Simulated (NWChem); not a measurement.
# One shape, several levels: BSiH4Cl (SMILES [SiH3]BCl)

Wanted: a comparison of 6 runs (HF/STO-3G, HF/3-21G, B3LYP/6-31G*, CAM-B3LYP/6-31G**, PBE/6-311G**) of BSiH4Cl. 

Program for the calculation: NWChem 7.3.0.

**1. The molecule**

The species is BSiH4Cl (7 atoms), meant as a singlet with charge 0. As SMILES, `[SiH3]BCl`. The shape is that of a GFN2-xTB optimisation.

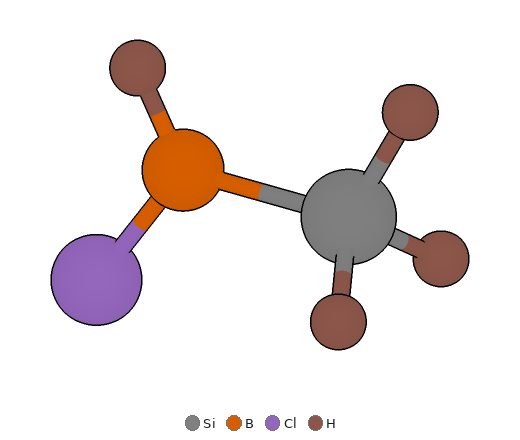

Viewed from a chosen angle; silicon grey, boron orange, chlorine purple, hydrogen brown.

**2. Energy and gradient at HF/STO-3G (run 1)**

Contents of bclh4si.xyz:

```xyz
7

Si    -0.613170     0.476560    -0.272370
B      0.860710    -0.571180     0.529800
Cl     1.555910    -1.860250    -0.325120
H     -1.798580    -0.345720    -0.552330
H     -0.238210     1.089150    -1.554060
H     -1.081290     1.578010     0.576980
H      1.314620    -0.366560     1.597100
```

Contents of run.py:

```python
from ase.io import read
from ase.calculators.nwchem import NWChem

mol = read('bclh4si.xyz')

calc = NWChem(
    label='bclh4si',
    theory='scf',
    memory='2200 mb',
    basis='STO-3G',
    basispar='spherical bse',
    scf={'nopen': '0', 'rhf': None, 'thresh': '1e-08', 'maxiter': '80'},
)
mol.calc = calc

forces = mol.get_forces()
e = mol.get_potential_energy()
print(f"E = {e:.6f} eV")
print("forces (eV/A):")
for s, f in zip(mol.symbols, forces):
    print(f"{s:2s} {f[0]:10.5f} {f[1]:10.5f} {f[2]:10.5f}")
print("dipole (e A):", mol.get_dipole_moment().round(4))
```

The run is started by

```console
export ASE_NWCHEM_COMMAND="nwchem PREFIX.nwi > PREFIX.nwo"
python run.py
```

The log of the run:

```text
E = -20868.504757 eV
forces (eV/A):
Si   -1.58210    1.20487   -0.71400
B    -1.09313    2.24828    1.68587
Cl    1.27501   -2.29234   -1.45571
H     1.15551    0.45488    0.34077
H    -0.04258   -0.64674    1.10604
H     0.57670   -0.99219   -0.52348
H    -0.28940    0.02319   -0.43950
dipole (e A): [-0.0934  0.1934  0.1462]
```

The calculator wrote bclh4si.nwi:

```
title "bclh4si"

permanent_dir bclh4si

scratch_dir bclh4si

start bclh4si

geometry units angstrom nocenter noautosym noautoz
  Si -6.1316999999999999e-01 4.7655999999999998e-01 -2.7237000000000000e-01
  B  8.6070999999999998e-01 -5.7118000000000002e-01 5.2980000000000005e-01
  Cl 1.5559099999999999e+00 -1.8602500000000000e+00 -3.2512000000000002e-01
  H  -1.7985800000000001e+00 -3.4572000000000003e-01 -5.5232999999999999e-01
  H  -2.3821000000000001e-01 1.0891500000000001e+00 -1.5540600000000000e+00
  H  -1.0812900000000001e+00 1.5780099999999999e+00 5.7698000000000005e-01
  H  1.3146199999999999e+00 -3.6656000000000000e-01 1.5971000000000000e+00
end

memory 2200 mb

basis spherical bse noprint
   * library STO-3G
end

scf
  nopen 0
  rhf
  thresh 1e-08
  maxiter 80
end

task scf gradient
```

bclh4si.nwo:

```text
Northwest Computational Chemistry Package (NWChem) 7.3.0
             --------------------------------------------------------

           Job information
           ---------------

    nwchem branch   = 7.3.0
    use scalapack   = T
    input           = bclh4si.nwi
    prefix          = bclh4si.
    data base       = bclh4si/bclh4si.db
    status          = startup
    nproc           =        1

           Memory information
           ------------------

    heap     =     72089598 doubles =      550.0 Mbytes
    stack    =     72089595 doubles =      550.0 Mbytes
    global   =    144179200 doubles =     1100.0 Mbytes (distinct from heap & stack)
    total    =    288358393 doubles =     2200.0 Mbytes
    verify   = yes
    hardfail = no

[... 138 lines left out ...]
 Convergence threshold     :          1.000E-08
[... 12 lines left out ...]
       Final RHF  results
[... 3 lines left out ...]
      One-electron energy =  -1300.348530574732
[... 1 line left out ...]
 Nuclear repulsion energy =    119.228566503862
[... 35 lines left out ...]
                       ROHF Final Molecular Orbital Analysis
[... 188 lines left out ...]
                 ----------------------------------------
                 |  Time  |  1-e(secs)   |  2-e(secs)   |
                 ----------------------------------------
                 |  CPU   |       0.00   |       0.37   |
                 ----------------------------------------
                 |  WALL  |       0.00   |       0.37   |
                 ----------------------------------------

 Task  times  cpu:        1.2s     wall:        1.2s
 Total times  cpu:        1.2s     wall:        1.2s
```

Run time: 2.5 s. Hardware: 1 thread of Intel Xeon Platinum 8488C (Sapphire Rapids), shared host; peak memory 0.094 GiB.

**3. Energy and gradient at HF/3-21G (run 2)**

Contents of job.nw:

```
start job
memory stack 880 mb heap 220 mb global 1100 mb
charge 0

geometry noautosym nocenter noautoz
 Si   -0.613170    0.476560   -0.272370
 B     0.860710   -0.571180    0.529800
 Cl    1.555910   -1.860250   -0.325120
 H    -1.798580   -0.345720   -0.552330
 H    -0.238210    1.089150   -1.554060
 H    -1.081290    1.578010    0.576980
 H     1.314620   -0.366560    1.597100
end

basis spherical bse
 * library 3-21G
end

scf
 nopen 0
 rhf
 thresh 1e-08
 maxiter 80
end

task scf gradient
```

The run is started by

```console
nwchem job.nw > job.out
```

The log of the run:

```text
[...]
  functions       =    43
[...]
  wavefunction    = RHF
[...]
         Total SCF energy =   -771.548246654880
      One-electron energy =  -1304.083278227289
      Two-electron energy =    413.306465068546
 Nuclear repulsion energy =    119.228566503862
        Time for solution =      1.0s
[...]
                         RHF ENERGY GRADIENTS
    atom               coordinates                        gradient
                 x          y          z           x          y          z
   1 Si     -1.158723   0.900568  -0.514705    0.013842  -0.011273   0.005434
   2 B       1.626506  -1.079374   1.001177    0.009695  -0.030246  -0.030883
   3 Cl      2.940244  -3.515363  -0.614388   -0.022807   0.042211   0.027876
   4 H      -3.398823  -0.653316  -1.043752    0.004800   0.008592   0.000344
   5 H      -0.450152   2.058195  -2.936748   -0.006245  -0.001574   0.007508
   6 H      -2.043342   2.982007   1.090334    0.000368  -0.005900  -0.007956
   7 H       2.484272  -0.692698   3.018081    0.000346  -0.001809  -0.002324
[...]
```

It took 2.1 s on 1 thread of Intel Xeon Platinum 8488C (Sapphire Rapids), shared host; peak memory 0.094 GiB.

Runs 3 to 5 aren't shown in full; the table further down has their settings and results.

**4. Energy and gradient at PBE/6-311G(d,p) (run 6)**

Contents of bclh4si.nw:

```
start bclh4si
memory 2200 mb
charge 0

geometry units angstroms noautosym nocenter noautoz
  Si   -0.613170    0.476560   -0.272370
  B     0.860710   -0.571180    0.529800
  Cl    1.555910   -1.860250   -0.325120
  H    -1.798580   -0.345720   -0.552330
  H    -0.238210    1.089150   -1.554060
  H    -1.081290    1.578010    0.576980
  H     1.314620   -0.366560    1.597100
end

basis spherical bse
  * library 6-311G**
end

dft
  xc xpbe96 cpbe96
  grid fine
  convergence energy 1e-08
  iterations 100
  mulliken
  noprint "final vectors analysis"
end

task dft gradient
```

The run is started by

```console
nwchem bclh4si.nw > bclh4si.out
```

The log of the run:

```text
[...]
          Wavefunction type:  closed shell.
          No. of atoms     :     7
          No. of electrons :    40
[...]
          Charge           :     0
          Spin multiplicity:     1
[...]
          AO basis - number of functions:    94
[...]
              XC Information
              --------------
          PerdewBurkeErnzerhof Exchange Functional  1.000
            Perdew 1991 LDA Correlation Functional  1.000 local
           PerdewBurkeErnz. Correlation Functional  1.000 non-local
[...]
 d= 0,ls=0.0,diis     1   -776.5310721625 -8.96D+02  7.91D-03  1.34D+00     1.8
[...]
 d= 0,ls=0.0,diis    10   -776.5793175116 -7.85D-09  3.86D-07  1.35D-09    14.1
         Total DFT energy =     -776.579317511602
      One electron energy =    -1309.153093305727
           Coulomb energy =      467.663274383274
    Exchange-Corr. energy =      -54.318065093011
 Nuclear repulsion energy =      119.228566503862
[...]
      Total Density - Mulliken Population Analysis
     ---------------------------------------------
    Atom       Charge   Shell Charges
 -----------   ------   -------------------------------------------------------
    1 Si  14    13.63   0.79  1.18  0.94  1.04  0.84  0.47  1.98  3.89  0.71  1.46  0.23  0.10
    2 B    5     5.20   1.13  0.85  0.45  0.73  1.06  0.43  0.48  0.09
    3 Cl  17    17.02   0.78  1.19  0.89  1.09  1.02  0.98  7.42 -1.52  1.10  2.93  1.12  0.02
    4 H    1     1.07   0.25  0.56  0.25  0.01
    5 H    1     1.07   0.25  0.56  0.25  0.01
    6 H    1     1.08   0.25  0.57  0.25  0.01
    7 H    1     0.92   0.27  0.53  0.10  0.01
[...]
  wavefunction    = closed shell
                         DFT ENERGY GRADIENTS
    atom               coordinates                        gradient
                 x          y          z           x          y          z
   1 Si     -1.158723   0.900568  -0.514705    0.005511  -0.005931   0.000321
   2 B       1.626506  -1.079374   1.001177    0.006027  -0.012959  -0.010233
   3 Cl      2.940244  -3.515363  -0.614388   -0.012798   0.023881   0.015973
   4 H      -3.398823  -0.653316  -1.043752    0.008163   0.009523   0.001827
   5 H      -0.450152   2.058195  -2.936748   -0.005746  -0.003278   0.010874
   6 H      -2.043342   2.982007   1.090334    0.002364  -0.008519  -0.008643
   7 H       2.484272  -0.692698   3.018081   -0.003521  -0.002718  -0.010120
[...]
```

Run time: 20 s. Hardware: 1 thread of Intel Xeon Platinum 8488C (Sapphire Rapids), shared host; peak memory 0.12 GiB.

**5. Overview of the runs**

```tsv
run	level	iteration cap	module	energy (Eh)	dipole moment (D)	HOMO energy (eV)	LUMO energy (eV)	wall time
1	HF/STO-3G	80	scf	-766.903411	1.25	-9.47	5.46	2.5 s
2	HF/3-21G	80	scf	-771.548247	1.16	-11.23	1.20	2.1 s
3	B3LYP/6-31G* (spherical functions)	100	dft	-776.949835	0.44	-7.75	-2.31	22 s
4	B3LYP/6-31G* (Cartesian functions)	100	dft	-776.955353	0.44	-7.75	-2.31	21 s
5	CAM-B3LYP/6-31G** (spherical functions)	100	dft	-776.906579	0.48	-9.31	-0.94	35 s
6	PBE/6-311G**	100	dft	-776.579318	0.31	–	–	20 s
```

**6. What came out**

```
                       quantity          value
            run 6: total energy  -776.57932 Eh
           run 6: dipole moment         0.31 D
run 6: largest force on an atom     1.617 eV/Å
```

What this shows: The dipole moment (its size) runs from 0.31 D (PBE/6-311G**) to 1.25 D (HF/STO-3G). The two ends differ in method and basis. Over runs 1, 2, 3, 4, 5 the HOMO–LUMO gap runs from 5.44 eV (B3LYP/6-31G*) to 14.93 eV (HF/STO-3G). Totals of different functionals can't be ranked against each other. In run 1 the basis is minimal, so the values are rough. All runs together took 1.7 min, the longest 35 s.
